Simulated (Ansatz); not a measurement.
**GaAs: pressure series**

Base system: GaAs in the zinc blende structure (space group F-43m, No. 216; a = 5.7456 Å).

Cell and atoms are relaxed at each pressure.

Method: PBE (Ansatz, a first-principles code; PAW; 420 eV plane waves; spin-orbit coupling left out).

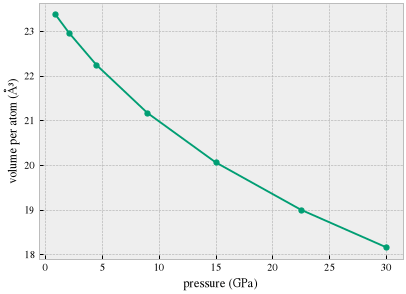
*Volume against pressure*

### Question
Estimate the zero-pressure bulk modulus from the plot.

### Answer
About 62 GPa; a third-order Birch–Murnaghan fit to the points gives V₀ = 23.70 Å³/atom, B₀ = 62 GPa and B₀′ = 4.5.

Measured bulk modulus of GaAs: 76.7 GPa (static lattice; corrected from measurement; as listed in Daniel Mejia-Rodriguez, S. B. Trickey, Phys. Rev. B (2018)); the computed value is 19 % below it.

Between the base and pressure 4.5 GPa the gap moves from 0.16 eV to 0.63 eV, a mean slope of 110 meV/GPa.

Load acts through the strain it causes; cell and atoms are relaxed under it. Whether these cells are dynamically stable was not tested. Measured, GaAs leaves this structure (for a Cmcm phase) near 15 GPa (room temperature; as listed in arXiv:1906.07825). A zero or small gap of GaAs can be the functional's error rather than a property of the material.
